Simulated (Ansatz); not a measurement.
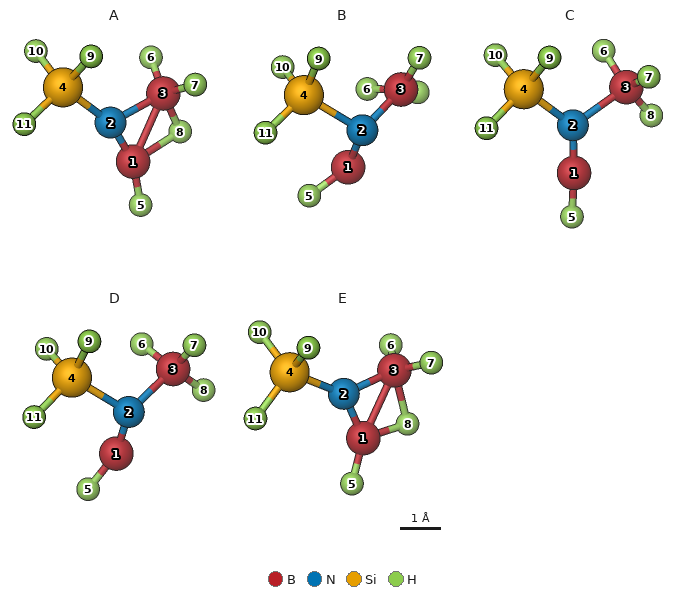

5 geometries from one relaxation of B₂SiNH₇, in shuffled order. The picture is a ball-and-stick view, seen at a tilt.

The run prepares an end point of a later path (hydrogen shift) calculation, from a guessed geometry.

Computed with Ansatz, RKS B3LYP-D4/def2-SVP. (no spin polarisation; force threshold 0.02 eV/Å; at most 50 steps)

Question: Order the frames from highest to lowest energy.

Answer: B, D, C, A, E. They are steps 0, 4, 8, 12, 23, at +609.9 kJ/mol, +172.5 kJ/mol, +107.5 kJ/mol, +32.9 kJ/mol relative to the last. The largest move after the best rigid fit is that of H8, 1.27 Å. By element the largest moves are H 1.27 Å, N 0.73 Å, B 0.55 Å, Si 0.40 Å. Some distances before and after: B1–H8 2.649 → 1.305 Å, B1–B3 2.436 → 1.890 Å, B3–H8 1.118 → 1.496 Å, B3–Si4 2.720 → 3.065 Å. New bonds form, among them: B1–H8 (2.65 → 1.30 Å). Among the angles between lasting bonds that change: N2–B3–H6 78.2° → 118.1°, N2–B3–H8 122.8° → 88.6°, H6–B3–H8 69.4° → 101.2°. Over 22 accepted moves (23 points after the start) the energy falls by 609.9 kJ/mol. The largest force component goes from 4.5 to 0.018 eV/Å. The line search rejected the trial step at point 13 of the run.
